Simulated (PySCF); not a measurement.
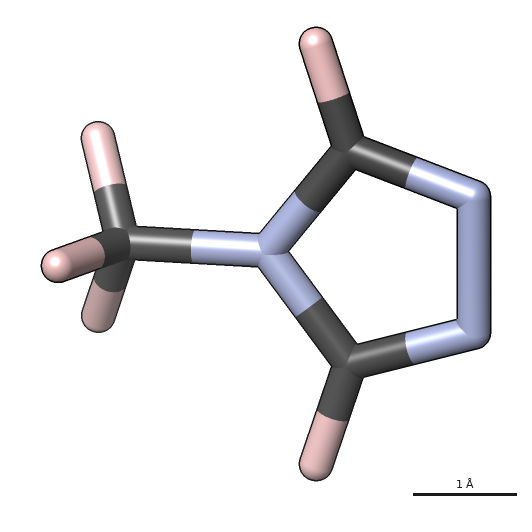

Every bond is drawn as one stick, whatever its order. Colours: carbon dark grey, nitrogen light blue, hydrogen pink.

Description:

Formula C3H5N3. As SMILES it reads `Cn1cnnc1`. Independent rings (smallest set): 1 of 5 members, 1 of them aromatic. This geometry has Cs symmetry. Coordination: 1 C tetrahedral; 1 N trigonal planar; 2 C trigonal planar; 2 N bent.

More results for the same structure follow; atom numbers are the same in all pictures, views and colours differ. The geometry was computed by an optimisation with PBE0-D3(BJ)/def2-SVP. No frequency run is at hand to confirm it as a minimum.

Geometry

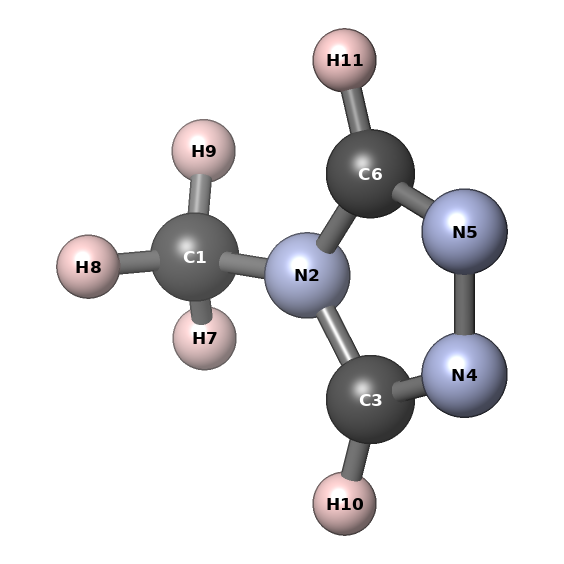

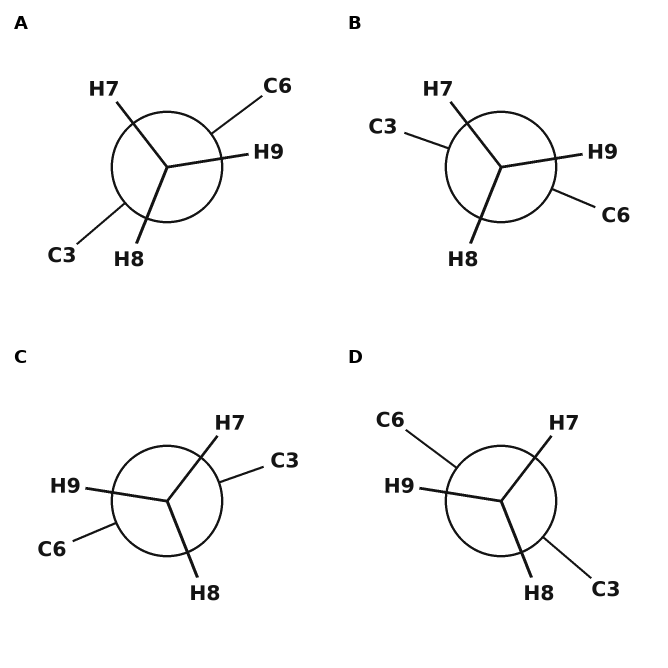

Atoms fade into the background with distance from the viewer. Bonds that would overlap in a projection are set slightly apart. No frequency run is at hand to confirm it as a minimum.

> Which Newman projection shows the view along C1–N2, with C1 in front?

B. The torsion angle H7–C1–N2–C3 is −33°, synclinal (gauche).

Electronic properties

No frequency run is at hand to confirm it as a minimum. Level of theory: CAM-B3LYP/pcSseg-2, gas phase (PySCF 2.14.0).

> Give the HOMO energy (Kohn–Sham orbital) at this level.

−8.78 eV.

> What is the dipole moment?

6.38 D.

> What is the LUMO energy (Kohn–Sham orbital)?

0.77 eV.

NMR shielding

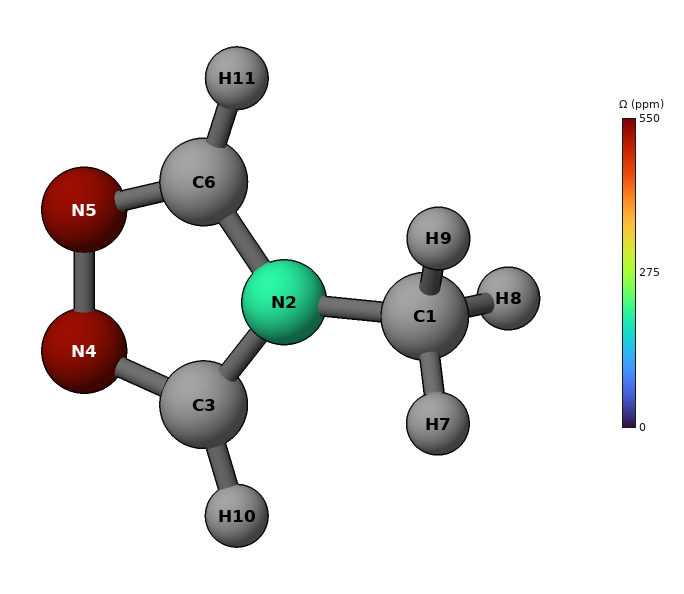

The N atoms are coloured by the span of their shielding tensor. No frequency run is at hand to confirm it as a minimum. Level of theory: GIAO WP04/pcSseg-2 NMR shielding, non-relativistic, gas phase (PySCF 2.14.0). Principal shieldings σ11 ≤ σ22 ≤ σ33, span Ω = σ33 − σ11, skew κ = 3(σiso − σ22)/Ω.

> Which N atom has the most anisotropic shielding?

N4, N5, with a span of 529 ppm.

Give the shielding tensors of the N atoms.

```json
{"atom": "N2", "σ11": "−50.8", "σ22": "84.4", "σ33": "150.6", "σiso": "61.4", "Ω": "201.4", "κ": "−0.34"}
{"atom": "N4, N5", "σ11": "−377.9", "σ22": "−170.4", "σ33": "150.7", "σiso": "−132.5", "Ω": "528.6", "κ": "0.22"}
```

Shieldings and span in ppm.

Ring current

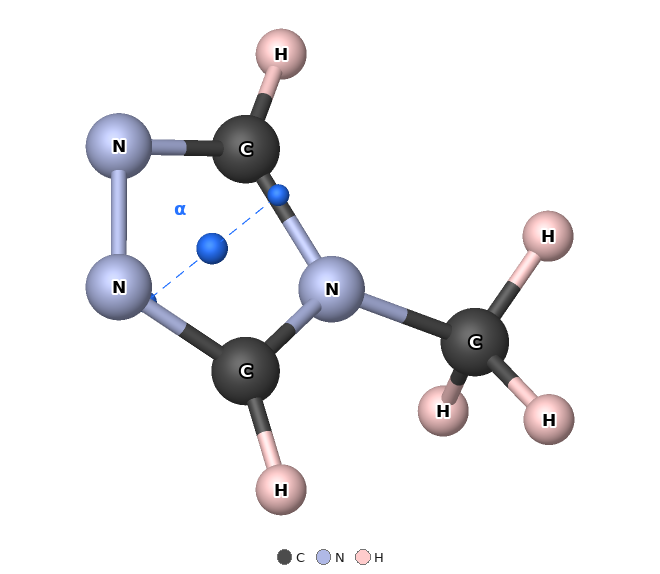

The small points mark where nucleus-independent chemical shifts (NICS) were computed: at the centre of each lettered ring and 1 Å above and below it. No frequency run is at hand to confirm it as a minimum. Method: GIAO BHandHLYP/pcSseg-2 NMR shielding, non-relativistic, gas phase (PySCF 2.14.0).

Give NICS(0), NICS(1) and the out-of-plane component NICS(1)zz for each ring (means of the two sides).

```json
{"ring": "α", "members": "C2N3", "NICS(0)": "−11.9", "NICS(1)": "−10.8", "NICS(1)zz": "−31.5"}
```

Values in ppm.

> What do the values say about the ring currents?

Ring α: diatropic, as in an aromatic ring. NICS is one index among several.
